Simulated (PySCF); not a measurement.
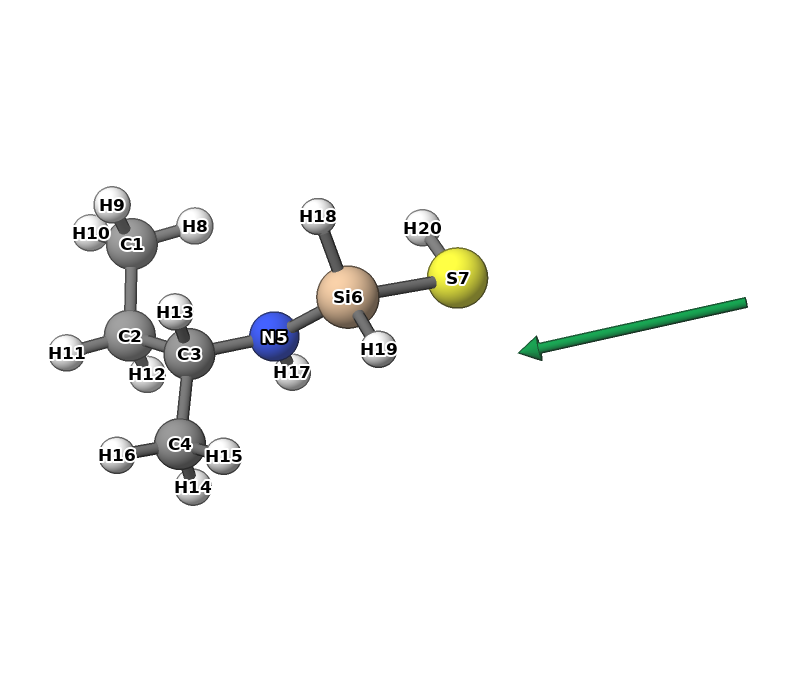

The arrow beside the molecule shows the direction of the dipole moment, from the negative to the positive end (its length means nothing). The computed structure is the end point of a GFN2-xTB optimisation. No frequency run is at hand to confirm it as a minimum. Method: PBE0/pcSseg-1, gas phase (PySCF 2.14.0).

> Estimate the dipole moment.

2.54 D; it points from the side of S7 to the side of H11 (the outermost atoms at the two ends).

The geometry is semi-empirical. Around Si such bond lengths and angles can be off by a tenth of an ångström or more and by several degrees, and values that hang on the shape move with them.
